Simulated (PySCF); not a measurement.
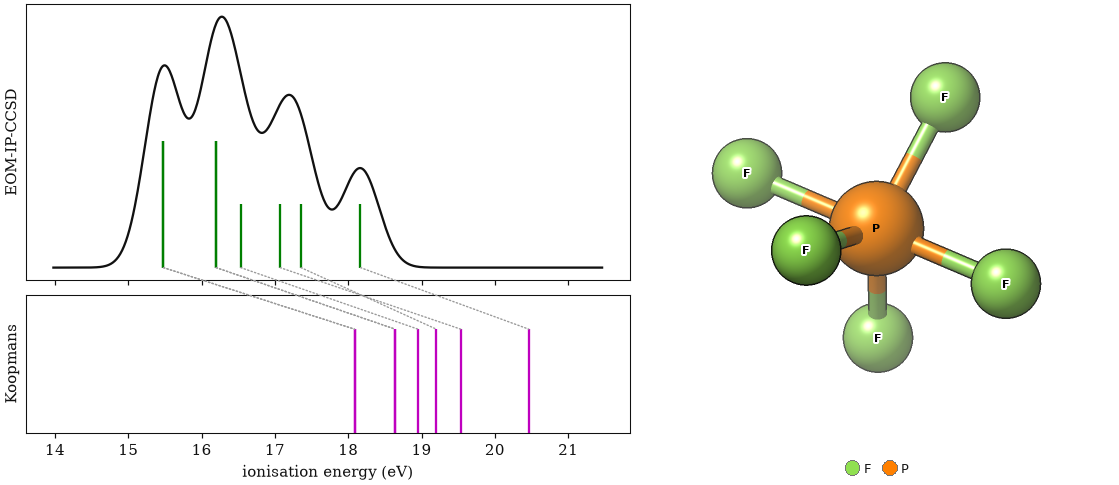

Valence photoelectron lines of PF₅, SMILES F[P](F)(F)(F)F: vertical EOM-IP-CCSD/aug-cc-pVDZ (frozen core, PySCF, at a PBE0-D3(BJ)/def2-SVP geometry (no frequency check); 8 lines, one for each of the 8 highest orbitals, so a line of a deeper orbital can be missing among them) above, Hartree-Fock orbital energies with the sign turned below, non-relativistic; dotted lines join each line to its leading orbital. Stick heights are one-hole weights (summed over degenerate lines), not cross-sections; Gaussian width 0.60 eV.

Q: Do correlation and relaxation change the order of the lines?

A: Yes: in order of rising energy the holes are HOMO, HOMO−1, HOMO−2, HOMO−3, HOMO−4, HOMO−6, HOMO−5, HOMO−7.

Q: List the lines.

A:
```tsv
hole	EOM-IP-CCSD (eV)	Koopmans (eV)	one-hole weight
HOMO	15.48	18.09	0.95
HOMO-1	15.48	18.09	0.95
HOMO-2	16.20	18.64	0.95
HOMO-3	16.20	18.64	0.95
HOMO-4	16.53	18.95	0.95
HOMO-6	17.07	19.53	0.95
HOMO-5	17.35	19.20	0.95
HOMO-7	18.17	20.46	0.95
```

Known limits of this run: small basis, so the lines can lie some tenths of an eV too low.
